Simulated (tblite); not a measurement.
## C5H11O2Si: frequency calculation

The run: frequency calculation of C5H11O2Si, multiplicity 2. Method and program: GFN2-xTB harmonic vibrations, gas phase (tblite 0.8.0).

It belongs to a series of runs on one base structure; here: H removed from sp3 C.

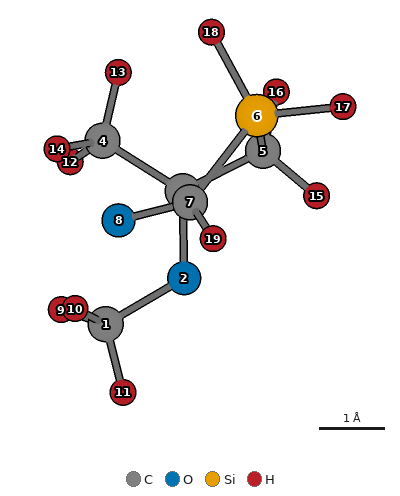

*The structure as given in the input (ball-and-stick view, seen at a tilt; atoms are numbered from 1 in the order of the input).*

Bond lengths as drawn: C–C 1.45 to 1.48 Å, C–H 1.09 to 1.10 Å, C–O 1.24 to 1.41 Å, C–Si 1.87 to 1.98 Å and H–Si 1.46 to 1.47 Å.

Key numbers

| quantity | value |
| --- | --- |
| outcome | converged |
| total energy | −709.3967 eV |
| zero-point energy | 90.6160 kcal/mol |
| hardware | 1 CPU thread, shared host |
| wall time | 1.2 s |
| peak memory | 0.18 GiB |

Input file
```
{"job": {"kind": "ir", "xc": "GFN2-xTB", "basis": "xTB"}, "charge": 0, "multiplicity": 2}
C     -1.762313    -1.103523     1.195826
O     -1.097402    -1.172624    -0.045668
C     -0.668314    -0.036268    -0.624402
C     -1.179048     1.301050    -0.230682
C      0.419353    -0.203453    -1.562989
Si     2.144476     0.261211    -0.704540
C      1.938598    -0.311102     1.066736
O      0.958853     0.071407     1.714680
H     -2.684707    -0.520212     1.134201
H     -1.094663    -0.662599     1.943275
H     -1.997658    -2.131436     1.466834
H     -2.270559     1.323536    -0.228490
H     -0.812313     2.050846    -0.925396
H     -0.836219     1.562043     0.774150
H      0.474409    -1.236365    -1.898775
H      0.328978     0.456260    -2.422089
H      3.272564    -0.366142    -1.389647
H      2.196224     1.723293    -0.815711
H      2.659939    -0.996670     1.545225
```

The first line tells a small driver script what to run in tblite; the rest is the geometry in Å.

Command:
```bash
OMP_NUM_THREADS=1 python <driver script> task.json out
```

Log
```
mode    cm-1     km/mol
  1      54.5      2.13
  2      68.5      2.39
  3     109.2      0.77
  4     145.3      2.45
  5     160.0      3.23
  6     174.4      7.95
  7     204.2      5.54
  8     246.5      7.10
  9     281.7      4.38
 10     313.5     16.75
 11     365.1      1.17
 12     396.4      8.51
 13     461.7     27.65
 14     521.9     35.32
 15     535.0     30.44
 16     560.4      7.30
 17     634.4     24.65
 18     691.5     16.80
 19     745.4     48.01
 20     777.5    191.58
 21     810.2     79.39
 22     823.6     61.91
 23     987.5      5.86
 24     993.6     14.90
 25    1031.4     15.68
 26    1099.1     95.87
 27    1113.6      5.92
 28    1121.4     57.03
 29    1152.6     13.13
 30    1318.3    190.92
 31    1326.0    191.03
 32    1336.8     21.41
 33    1381.9     36.47
 34    1399.5     33.80
 35    1451.0      2.74
 36    1453.6     31.47
 37    1457.4      5.94
 38    1469.8      4.84
 39    1474.7      3.67
 40    1555.7    360.85
 41    2223.4    293.94
 42    2272.1    276.63
 43    2752.9    166.43
 44    2941.4      4.03
 45    2948.7      4.85
 46    2956.7     25.25
 47    2978.8     40.68
 48    3005.0     21.44
 49    3018.9     18.40
 50    3027.6     13.04
 51    3057.0     19.82
```

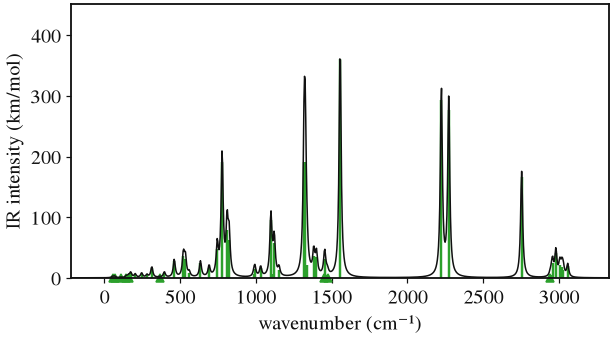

*Harmonic infrared spectrum, unscaled: sticks (degenerate modes added up, dark ones marked on the axis) with a Lorentzian envelope of 16 cm⁻¹ full width, scaled to the tallest stick.*

51 modes from 54 to 3057 cm⁻¹, none imaginary. The strongest line is at 1556 cm⁻¹ (361 km/mol).
